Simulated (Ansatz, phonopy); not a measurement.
# KCl (Sylvite, Fm-3m): thermal expansion from first principles, part 3 of 4

Aim: the lattice, expansion, heat capacity and bulk modulus of KCl (Sylvite) as it warms.

Experimental results on record:
- volume expansion coefficient 111.3 1e-6/K and heat capacity C_P per formula unit 51.7 J/mol/K near room temperature (given in “High-Throughput Prediction of Finite-Temperature Properties using the Quasi-Harmonic Approximation”, 2016, arXiv:1603.06924)
- volume expansion coefficient 114.9 1e-6/K near room temperature (given in “Descriptors for thermal expansion in solids”, 2017, arXiv:1701.03966)

Ansatz 0.2.0; DFT LDA, scalar-relativistic, plane waves, PAW.

So far, principal linear expansion coefficients at 298 K (× 1e-6/K): step 6 (the quasi-harmonic study, cutoff 487.2 eV, k-mesh 8×8×8) 36.3. Also isothermal bulk modulus at 298 K (GPa): step 6 20.2.

## 8. The quasi-harmonic study, k-mesh 4×4×4, q-mesh 4×4×4

Thermal expansion follows from how the free energy of the vibrations (and of the electrons in a metal) changes with strain, so the program makes strained cells, their phonons and a fit in one run.

This step: DFT LDA, scalar-relativistic, plane waves, PAW (Ansatz 0.2.0).

Input file input.yaml:

```yaml
crystal:
  lattice:
    - [0.0, 3.0385007311, 3.0385007311]
    - [3.0385007311, 0.0, 3.0385007311]
    - [3.0385007311, 3.0385007311, 0.0]
  atoms:
    - { symbol: K, position: [0.0, 0.0, 0.0] }
    - { symbol: Cl, position: [0.5, 0.5, 0.5] }
kpoints:
  mp_grid: { grid: [4, 4, 4] }
hamiltonian:
  xc: lda
scf:
  occupations: { method: fixed }
output:
  eigenvalues: true
phonons:
  method: dfpt
  qmesh: [4, 4, 4]
  temperatures: { t_max: 800.0, t_step: 50 }
  thermal_expansion: {}
```

Launch:

```bash
> ansatz run input.yaml --threads 4 --pin off --max-ram 16384MiB --backend cpu --events-out ev --progress --plain --runs-dir out
```

Numbers of over 12 decimals in the logs are rounded to 6 here.

What it wrote:

```text
[...]
Crystal: 2 atoms, lattice volume = 56.106 Å³
Basis set: ecut = 487.2 eV, 1363 PW (Γ), exchange–correlation on 64×64×64 points (8 copies of the dense FFT grid, shifted against one another)
Bands: 12, of which v1, the nominal top of the filled ones, is band 8 counted from 1 (7 counted from 0)
Symmetry: 48 space group operations
[...]
k-points: 8 of 64
[...]
SCF iter   1: F=—  HF=-2544.300371 eV  |F-HF|=—  |Δ(HF+E_count)|=         —  Δρ=6.60e-3  dr2=2.32e-2  ethr=1.77e-3  ⟨swp⟩=4.5  Hψ=515  notcnv=0  defer=14
[...]
SCF iter   7: F=-2544.291703 eV  HF=-2544.291703 eV  |F-HF|=2.27e-12  |Δ(HF+E_count)|=  8.19e-11  Δρ=1.90e-7  dr2=8.24e-12  ethr=1.00e-12  ⟨swp⟩=6.5  Hψ=500  notcnv=0
SCF 1 converged in 7 iterations: F = -2544.291703 eV  dr2 = 8.24e-12
[...]
relax step   1: F+E_penalty+E_count = -2544.29170309 eV  Δ(F+E_penalty+E_count) = +0.000e0 eV  max|allowed force component| = 7.100e-30 eV/Å  Δτ_max = 0.0000 Å  (7 SCF iters, accepted)
SCF converged after 7 iterations
Free energy (F): -2544.291703 eV
[...]
Internal energy: -2544.291703 eV  (E = F + TS)
E sigma→0 (E₀):  -2544.291703 eV
Fermi energy:    1.340942 eV
[...]
--- Stress (GPa, compression-positive) ---
       -0.005356       0.000000       0.000000
        0.000000      -0.005356      -0.000000
       -0.000000      -0.000000      -0.005356
  P = ⅓ Tr σ = -0.0054 GPa (-0.054 kbar)
--- Band table (eV; the first three rows and the last of 8) ---
  k-point 0: bands = [... 4 lower, -8.9730, 1.3409, 1.3409, 1.3409, 6.4509, 9.4389, 9.4389, 9.4389]
  k-point 1: bands = [... 4 lower, -8.8056, 0.5889, 1.1082, 1.1082, 7.8269, 9.2752, 10.2810, 10.2810]
  k-point 2: bands = [... 4 lower, -8.6529, 0.0066, 0.8960, 0.8960, 8.8077, 10.0029, 11.9305, 11.9305]
  k-point 7: bands = [... 4 lower, -8.8527, 0.7092, 0.7833, 0.7833, 9.1543, 9.1543, 10.9025, 11.3846]
── thermal expansion: 3 new cells, 3 in all ──
thermal expansion: relaxation of cell 2
thermal expansion: relaxation of cell 3
── thermal expansion: 2 new cells, 5 in all ──
thermal expansion: relaxation of cell 4
thermal expansion: lower-state search of cell 4
thermal expansion: phonons of cell 4
thermal expansion: relaxation of cell 5
thermal expansion: phonons of cell 5
── thermal expansion: 8 new cells, 13 in all ──
thermal expansion: relaxation of cell 6
thermal expansion: relaxation of cell 7
thermal expansion: relaxation of cell 8
thermal expansion: relaxation of cell 9
thermal expansion: relaxation of cell 10
thermal expansion: relaxation of cell 11
thermal expansion: relaxation of cell 12
thermal expansion: relaxation of cell 13
thermal expansion: phonons of cell 6
thermal expansion: phonons of cell 7
thermal expansion: phonons of cell 8
thermal expansion: phonons of cell 9
thermal expansion: phonons of cell 10
--- Relaxed structure (1 steps of the walk, 1 accepted, 0 SCFs on fresh bases) ---
  F+E_penalty+E_count = -2544.29170309 eV   max|allowed force component| = 7.100e-30 eV/Å
  atoms:
    - { symbol: K, position: [0.0, 0.0, 0.0] }
    - { symbol: Cl, position: [0.5, 0.5, 0.5] }
--- Thermal expansion: 13 cells in 3 rounds, 0 GPa ---
  no lower state was reached at cell 4
  without vibrations: a 4.29678, b 4.29678, c 4.29678 Å, V 56.0936 Å³, B 24.26 GPa
  at 0 K: a 4.31052, b 4.31052, c 4.31052 Å, V 56.6334 Å³, B 23.47 GPa
  zero-point expansion: a +0.320, b +0.320, c +0.320, V +0.962 %
[...]
0.00    4.31052    4.31052    4.31052    56.6334 |    0.00    0.00    0.00    0.00 |   71.88 |     0.000     0.000 |    23.47    23.47
   100.00    4.31488    4.31488    4.31488    56.8055 |   23.32   23.32   23.32   69.95 |   93.15 |    38.444    38.062 |    22.82    23.05
   200.00    4.32721    4.32721    4.32721    57.2938 |   32.02   32.02   32.02   96.06 |  102.09 |    47.912    46.541 |    21.52    22.15
   298.15    4.34176    4.34176    4.34176    57.8737 |   36.21   36.21   36.21  108.62 |       - |    50.861    48.391 |    20.14    21.17
   350.00    4.35014    4.35014    4.35014    58.2097 |   38.23   38.23   38.23  114.70 |  111.97 |    51.946    48.817 |    19.38    20.63
   450.00    4.36771    4.36771    4.36771    58.9178 |   42.49   42.49   42.49  127.47 |  118.81 |    53.892    49.263 |    17.84    19.52
   550.00    4.38742    4.38742    4.38742    59.7191 |   47.80   47.80   47.80  143.41 |  126.61 |    56.065    49.488 |    16.17    18.31
   650.00    4.40996    4.40996    4.40996    60.6442 |   55.13   55.13   55.13  165.40 |  136.06 |    58.903    49.616 |    14.30    16.98
   750.00    4.43665    4.43665    4.43665    61.7518 |   66.48   66.48   66.48  199.44 |  148.30 |    63.173    49.696 |    12.15    15.44
   800.00    4.45233    4.45233    4.45233    62.4089 |   75.15   75.15   75.15  225.45 |  156.15 |    66.395    49.726 |    10.91    14.56
[...]
vibrations' free energy: its fit leaves 0.0002 meV an atom at the most
  the electrons' free energy at temperature is not in it: every band gap is over 0.83 eV
  free energies summed between the sampled wave vectors
[...]
the FFT grids of the static calculations differ: 32 × 32 × 32, 36 × 36 × 36
  band gaps on the cells' k-points are 4.622 to 5.224 eV
```

It took 2.5 min on 4 threads of Arm Neoverse V2, shared host; peak memory 0.52 GiB; 9 min of CPU time.

Numbers from this step:

```yaml
pressure: -0.005356 GPa
volume_expansion_coefficient_at_298_k: 108.6 1e-6/K
c_p_at_298_k: 25.43 J/mol-atom/K
entropy_at_298_k: 40.40 J/mol-atom/K
isothermal_bulk_modulus_at_298_k: 20.14 GPa
grueneisen_parameter_at_298_k: 1.576
principal_linear_expansion_coefficients_at_298_k: 36.21, 36.21, 36.21 1e-6/K
```

Strained cells of the study; zero-point energy where phonons were solved; the pressures are stresses at a fixed cutoff and can carry an offset from the finite basis. Expansion cells, by row:

```
cell  |a| (Å)  |b| (Å)  |c| (Å)  V (Å³/atom)  E - E_lowest (meV/atom)  pressure, compression positive (GPa)  gap (eV)  zero-point energy (meV/atom)
   1    4.297    4.297    4.297        28.05                        0                                -0.008      5.11                             -
   2    4.331    4.331    4.331        28.73                    1.205                                -0.554     5.022                             -
   3    4.263    4.263    4.263        27.39                    1.218                                 0.607     5.201                             -
   4    4.297    4.297    4.297        28.05                        0                                 -0.01      5.11                         23.58
   5    4.319    4.319    4.319        28.48                    0.485                                -0.359     5.054                         22.98
   6    4.331    4.331    4.331        28.73                    1.194                                -0.551     5.022                         22.63
   7    4.366    4.366    4.366        29.42                    4.615                                 -1.03     4.937                         21.69
   8      4.4      4.4      4.4        30.12                     10.1                                -1.452     4.855                         20.76
   9    4.435    4.435    4.435        30.85                     17.5                                -1.822     4.775                         19.85
  10    4.471    4.471    4.471        31.59                    26.68                                -2.144     4.697                         18.94
  11    4.255    4.255    4.255        27.23                    1.921                                 0.771     5.224                             -
  12    4.276    4.276    4.276        27.64                    0.464                                 0.366     5.166                             -
  13    4.506    4.506    4.506        32.35                    37.59                                -2.425     4.622                             -
```

Quasi-harmonic; a, b, c are the run's own cell vectors. Expansion, by row:

```
T (K)  a (Å)  b (Å)  c (Å)  alpha (deg)  beta (deg)  gamma (deg)  cell volume (Å³/cell)  alpha_a (1e-6/K)  alpha_b (1e-6/K)  alpha_c (1e-6/K)  alpha_V (1e-6/K)  C_P (J/mol-atom/K)  C_V (J/mol-atom/K)  S (J/mol-atom/K)  B_T (GPa)  B_S (GPa)  Grueneisen  extrapolation  fit error (1e-6/K)
    0  4.311  4.311  4.311           60          60           60                  56.63                 0                 0                 0                 0                   0                   0                 0      23.47      23.47           -              0                   0
   50  4.311  4.311  4.311           60          60           60                  56.66              9.81              9.81              9.81             29.43               10.12               10.11             4.969      23.34      23.38        1.16              0                   0
  100  4.315  4.315  4.315           60          60           60                  56.81             23.32             23.32             23.32             69.95               19.22               19.03             15.32      22.82      23.05       1.435              0                0.01
  150  4.321  4.321  4.321           60          60           60                  57.03             28.93             28.93             28.93             86.79               22.47               22.04             23.83      22.19      22.62         1.5              0                0.01
  200  4.327  4.327  4.327           60          60           60                  57.29             32.02             32.02             32.02             96.06               23.96               23.27             30.52      21.52      22.15       1.532              0                0.02
  250  4.334  4.334  4.334           60          60           60                  57.58             34.28             34.28             34.28             102.8               24.83               23.87             35.97      20.83      21.66       1.556              0                0.03
298.1  4.342  4.342  4.342           60          60           60                  57.87             36.21             36.21             36.21             108.6               25.43                24.2              40.4      20.14      21.17       1.576              0                0.04
  300  4.342  4.342  4.342           60          60           60                  57.89             36.28             36.28             36.28             108.8               25.45                24.2             40.55      20.12      21.15       1.577              0                0.04
  350   4.35   4.35   4.35           60          60           60                  58.21             38.23             38.23             38.23             114.7               25.97               24.41             44.52      19.38      20.63       1.597              0                0.05
  400  4.359  4.359  4.359           60          60           60                  58.55             40.27             40.27             40.27             120.8               26.46               24.54             48.02      18.63      20.08       1.617              0                0.06
  450  4.368  4.368  4.368           60          60           60                  58.92             42.49             42.49             42.49             127.5               26.95               24.63             51.16      17.84      19.52       1.638              0                0.08
  500  4.377  4.377  4.377           60          60           60                  59.31             44.97             44.97             44.97             134.9               27.46                24.7             54.02      17.02      18.93       1.661              0                0.08
  550  4.387  4.387  4.387           60          60           60                  59.72              47.8              47.8              47.8             143.4               28.03               24.74             56.67      16.17      18.31       1.685              0                0.09
  600  4.398  4.398  4.398           60          60           60                  60.16             51.13             51.13             51.13             153.4               28.68               24.78             59.13      15.26      17.67       1.711              0                0.11
  650   4.41   4.41   4.41           60          60           60                  60.64             55.13             55.13             55.13             165.4               29.45               24.81             61.46       14.3      16.98       1.741              0                0.13
  700  4.423  4.423  4.423           60          60           60                  61.17             60.09             60.09             60.09             180.3               30.39               24.83             63.68      13.27      16.24       1.774              0                0.13
  750  4.437  4.437  4.437           60          60           60                  61.75             66.48             66.48             66.48             199.4               31.59               24.85             65.81      12.15      15.44       1.813              0                 0.1
  800  4.452  4.452  4.452           60          60           60                  62.41             75.15             75.15             75.15             225.4                33.2               24.86              67.9      10.91      14.56       1.859              0                0.47
```

Table of expansion coefficient by temperature; values in 1e-6/K:

```csv
temperature (K),volume,principal 1
0,0,0
50,29.4,9.81
100,70.0,23.3
150,86.8,28.9
200,96.1,32.0
250,103,34.3
298,109,36.2
300,109,36.3
350,115,38.2
400,121,40.3
450,127,42.5
500,135,45.0
550,143,47.8
600,153,51.1
650,165,55.1
700,180,60.1
750,199,66.5
800,225,75.2
```

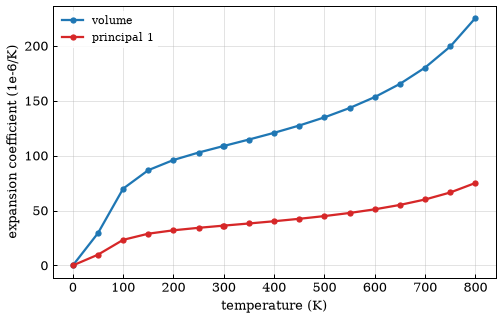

Expansion coefficient against temperature.

Changing the q-mesh (2×2×2 → 4×4×4) and the k-mesh (8×8×8 → 4×4×4) takes the volume expansion at 298 K from 109 to 109 × 10⁻⁶/K and B_T from 20.2 to 20.1 GPa.

## 9. Quasi-harmonic fit by phonopy

This step: DFT LDA, scalar-relativistic, plane waves, PAW (phonopy 4.10.0).

Numbers from this step:

```yaml
volume_expansion_coefficient_at_300_k: 108.7 1e-6/K
isothermal_bulk_modulus_at_300_k: 20.12 GPa
c_p_at_300_k: 25.54 J/mol-atom/K
grueneisen_parameter_at_300_k: 1.575
```

Table of energy (each curve on its own zero) by volume; values in meV/atom:

| volume (Å³/atom) | static | F at 0 K | F at 300 K | F at 800 K |
| --- | --- | --- | --- | --- |
| 28.05 | 0 | 2.09 | 6.91 | 17.9 |
| 28.48 | 0.49 | 1.97 | 5.56 | 13.7 |
| 28.73 | 1.19 | 2.33 | 5.18 | 11.6 |
| 29.42 | 4.61 | 4.81 | 5.55 | 7.09 |
| 30.12 | 10.1 | 9.37 | 7.86 | 4.31 |
| 30.85 | 17.5 | 15.9 | 11.9 | 3.02 |
| 31.59 | 26.7 | 24.1 | 17.6 | 3.03 |

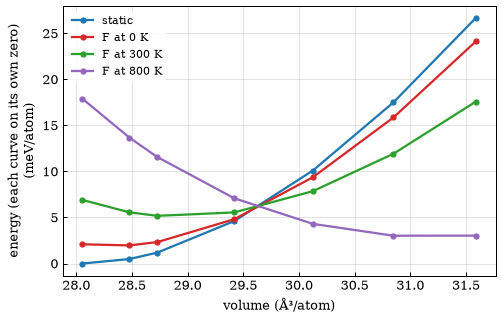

Energy (each curve on its own zero), plotted against volume.

Phonopy-qha, vinet fit of F(V) at each temperature. Qha vinet, by row:

```csv
T (K),fitted volume (Å³/atom),alpha_V (1e-6/K),B_T (GPa),C_P (J/mol-atom/K),Grueneisen
100,28.4,66.12,22.82,19.08,1.356
150,28.52,85.55,22.2,22.64,1.48
200,28.65,95.54,21.54,24.11,1.526
250,28.79,102.6,20.84,24.95,1.553
300,28.94,108.7,20.12,25.54,1.575
350,29.1,114.7,19.37,26.04,1.596
400,29.28,121,18.6,26.52,1.617
450,29.46,127.9,17.8,27,1.639
500,29.65,135.6,16.96,27.51,1.663
550,29.86,144.4,16.1,28.09,1.689
600,30.08,154.5,15.2,28.74,1.717
650,30.33,166.5,14.26,29.51,1.748
700,30.59,180.8,13.29,30.43,1.783
750,30.88,198.2,12.28,31.56,1.822
```

The volume expansion coefficient by temperature; values in 1e-6/K:

```csv
temperature (K),"phonopy-qha, Vinet",Ansatz's own study
100,66.1,70.0
150,85.5,86.8
200,95.5,96.1
250,103,103
300,109,109
350,115,115
400,121,121
450,128,127
500,136,135
550,144,143
600,155,153
650,166,165
700,181,180
750,198,199
```

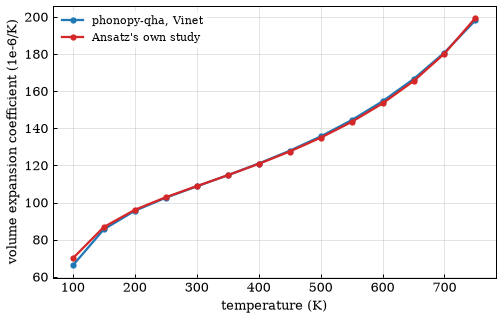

Volume expansion coefficient, plotted against temperature.

The fit gives a volume expansion of 109 × 10⁻⁶/K at 300 K, against 109 at 298 K from the study itself, whose static fit uses more cells.

## 10. A new level, relaxed again

The functional, the potentials or the cutoff change, so the crystal is relaxed again at the new setting.

This step: DFT LDA, scalar-relativistic, plane waves, PAW (Ansatz 0.2.0).

input.yaml, the sections that differ from step 8:

```yaml
kpoints:
  mp_grid: { grid: [8, 8, 8] }
output:
  forces: true
  stress: true
  eigenvalues: true
basis:
  ecutwfc: 320.0
relax:
  adjacent_minimum: "off"
  f_tol: 0.001
  max_steps: 60
  cell: { stress_tol: 0.01 }
# crystal, hamiltonian, scf: as in step 8
# phonons: removed
```

What it wrote:

```text
Warning: basis.ecutwfc = 320 eV is below the records' recommended 420 eV, and the density's cutoff is lower with it unless basis.ecutrho_ratio is high enough to keep the records' density cutoff: compare with a run at a higher cutoff
[...]
Crystal: 2 atoms, lattice volume = 56.106 Å³
Basis set: ecut = 320 eV, 725 PW (Γ)
[...]
k-point 28: bands = [... 4 lower, -8.8552, 0.7094, 0.7833, 0.7833, 9.1576, 9.1576, 10.9057, 11.3928]
--- Relaxed structure (1 steps of the walk, 1 accepted, 1 SCFs on fresh bases) ---
[...]
cell:  # Å, volume = 56.1058 Å³
    - [0.0, 3.0385007311, 3.0385007311]
    - [3.0385007311, 0.0, 3.0385007311]
    - [3.0385007311, 3.0385007311, 0.0]
  atoms:
    - { symbol: K, position: [0.0, 0.0, 0.0] }
    - { symbol: Cl, position: [0.5, 0.5, 0.5] }
[key lines of the parts left out:]
SCF converged after 5 iterations
Free energy (F): -2544.278316 eV
Fermi energy:    1.341073 eV
P = ⅓ Tr σ = -0.0011 GPa (-0.011 kbar)
```

Wall time 0.66 s (4 threads); peak memory 0.28 GiB; 2 s of CPU time.

Little changed from the start: no atom moved by 0.005 Å and no cell edge by 0.1 %.

This step gave:

| Quantity | Value |
| --- | --- |
| pressure | -0.001122 GPa |
| gap on the k-mesh | 5.111 eV |

The residual pressure is -0.0011 GPa, small enough for phonons.

## 11. Phonons on strained cells, cutoff 320 eV, q-mesh 4×4×4

The study relaxes the crystal at several strains, solves the phonons on some of them and minimises the free energy at each temperature (static energy, vibrations, the electrons in a metal, and PV under a set pressure); the q-mesh sets how far the force constants reach.

input.yaml, the sections that differ from step 10:

```yaml
output:
  eigenvalues: true
phonons:
  method: dfpt
  qmesh: [4, 4, 4]
  temperatures: { t_max: 800.0, t_step: 50 }
  thermal_expansion: {}
# crystal, kpoints, hamiltonian, scf, basis: as in step 10
# relax: removed
```

What it wrote:

```text
[...]
Warning: basis.ecutrho_ratio = 4 (ecutrho = 1280 eV) is below the records' recommended 1680 eV
[...]
Crystal: 2 atoms, lattice volume = 56.106 Å³
Basis set: ecut = 320 eV, 725 PW (Γ), exchange–correlation on 54×54×54 points (8 copies of the dense FFT grid, shifted against one another)
[...]
[key lines of the parts left out:]
SCF converged after 7 iterations
Free energy (F): -2544.278316 eV
Fermi energy:    1.341072 eV
P = ⅓ Tr σ = -0.0011 GPa (-0.011 kbar)
band gaps on the cells' k-points are 4.619 to 5.223 eV
```

Elapsed: 7.3 min, on 4 threads; peak memory 0.83 GiB.

Changing the k-mesh (4×4×4 → 8×8×8) and the cutoff (487.2 → 320 eV) takes the volume expansion at 298 K from 109 to 106 × 10⁻⁶/K and B_T from 20.1 to 20.4 GPa.

## 12. Quasi-harmonic fit by phonopy

This step: DFT LDA, scalar-relativistic, plane waves, PAW (phonopy 4.10.0).

Table of energy (each curve on its own zero) by volume; values in meV/atom:

```csv
volume (Å³/atom),static,F at 0 K,F at 300 K,F at 800 K
28.07,0,2.07,6.81,17.7
28.49,0.43,1.9,5.44,13.4
28.75,1.2,2.32,5.12,11.4
29.44,4.79,4.99,5.7,7.19
30.15,10.3,9.57,8.07,4.55
30.87,17.8,16.2,12.3,3.53
31.62,27.1,24.6,18.2,3.88
```

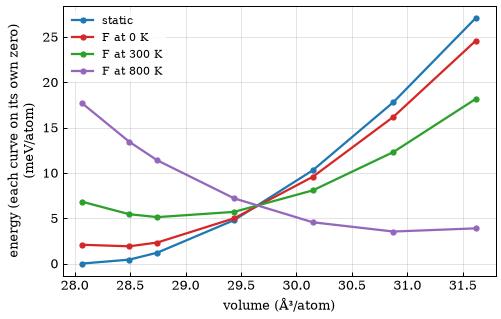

Energy (each curve on its own zero) against volume.

The fit gives a volume expansion of 105 × 10⁻⁶/K at 300 K, against 106 at 298 K from the study itself, whose static fit uses more cells.

(Continued in part 4 of 4.)

[Logs are printed without paths, hosts, clocks, repeated set-up lines and the standing remarks that a program may print on its own settings, such as how far it seeks lower states.]

[Hosts, paths, dates, database ids (printed as entryN), source tags and the programs' standing remarks are cut or masked in the printed files.]

[A step with changed settings may run another functional than the one named; its input shows which.]
